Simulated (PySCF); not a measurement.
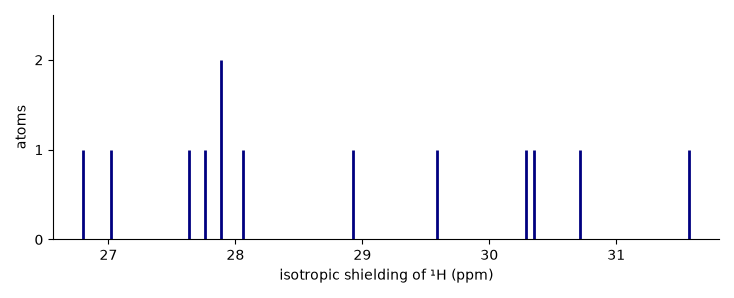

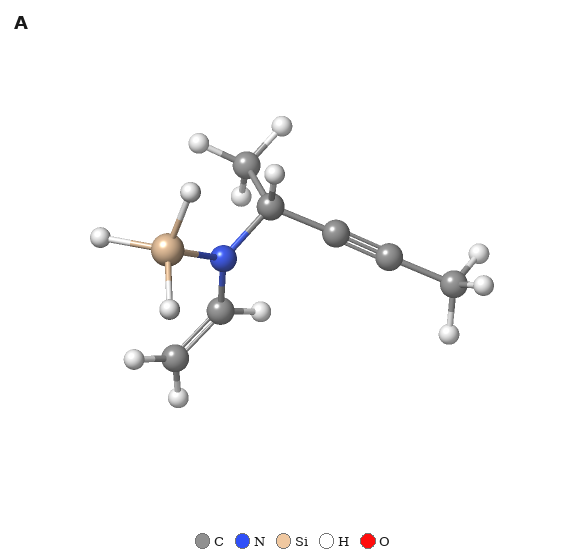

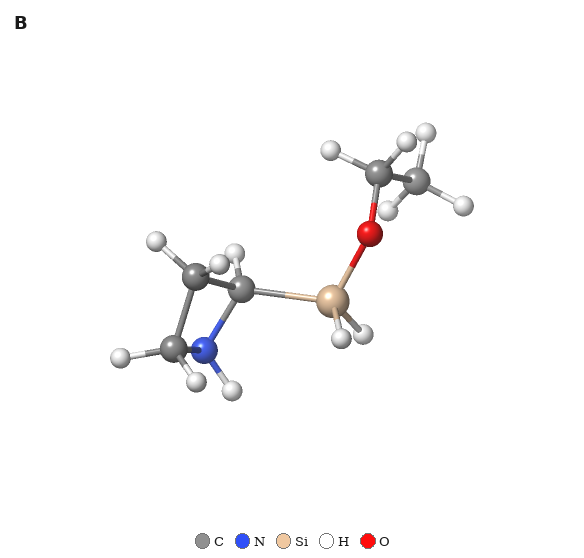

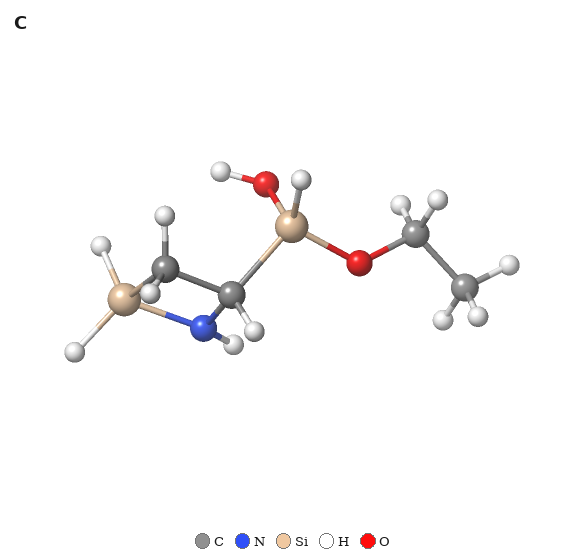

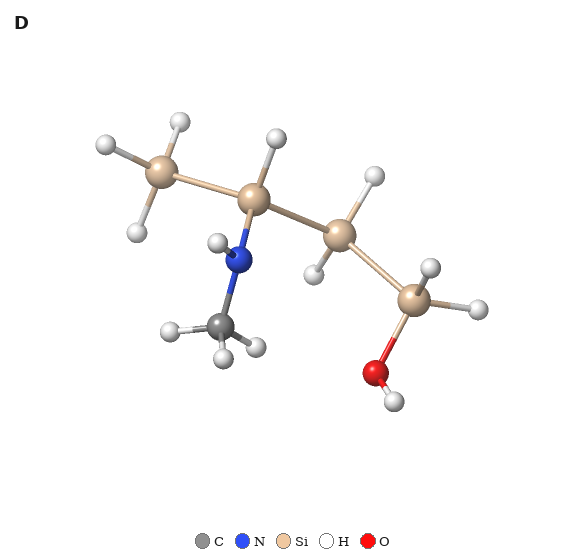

The sticks are computed shieldings of one of the molecules, for one fixed geometry (GFN2-xTB) without averaging over rotations. Low shielding means a high chemical shift. Method: GIAO PBE0/pcSseg-1 NMR shielding, non-relativistic, gas phase (PySCF 2.14.0).

### Match the spectrum to a structure.

B, `CCO[SiH2][C@@H]1CCN1`. Its 13 H atoms give lines at 26.80, 27.02, 27.63, 27.76, 27.89 (2 atoms), 28.06, 28.92, 29.59, 30.29, 30.35, 30.71, 31.57 ppm.

The geometry is semi-empirical. Around Si such bond lengths and angles can be off by a tenth of an ångström or more and by several degrees, and values that hang on the shape move with them.
